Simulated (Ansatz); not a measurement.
A computed series for MoSi2: pressure series

Take MoSi2 (space group P6_222, No. 180; a cell from a computed database, its experimental status unchecked) as the base.

MoSi$_{2}$ has the hexagonal space group P6₂22 (No. 180), Pearson symbol hP9. Cell: a = b = 4.574 Å, c = 6.567 Å, α = β = 90.00°, γ = 120.00°. Si on 6j has 5 Si at 2.546–2.661 Å and 5 Mo at 2.561–2.661 Å. Mo on 3d has 10 Si at 2.561–2.661 Å and 4 Mo at 3.166 Å. (Neighbours: up to the widest gap in distance over summed covalent radii, below 1.35, at either atom; cation-cation and far metal-metal contacts left out.)

Cell and atoms are relaxed at each pressure.

Calculations: Ansatz (an electronic-structure program), PBEsol, PAW, cutoff 420 eV, spin-orbit coupling left out.

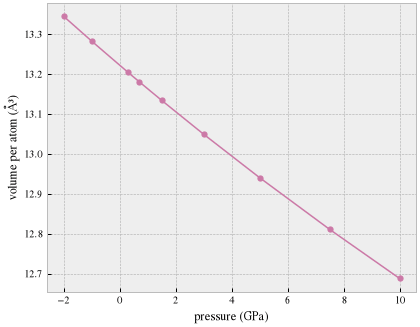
Volume against pressure

**Question.** Estimate the zero-pressure bulk modulus from the plot.

**Answer.** About 220 GPa; a third-order Birch–Murnaghan fit to the points gives V₀ = 13.22 Å³/atom, B₀ = 221 GPa and B₀′ = 4.4.

Load acts through the strain it causes; cell and atoms are relaxed under it. Stability against distortions was not tested. Competing high-pressure phases were not computed. All final runs are without spin polarisation. Gaps under 0.05 eV, about the width of the smearing, are given as zero. A zero or small gap of MoSi2 can be the functional's error rather than a property of the material.
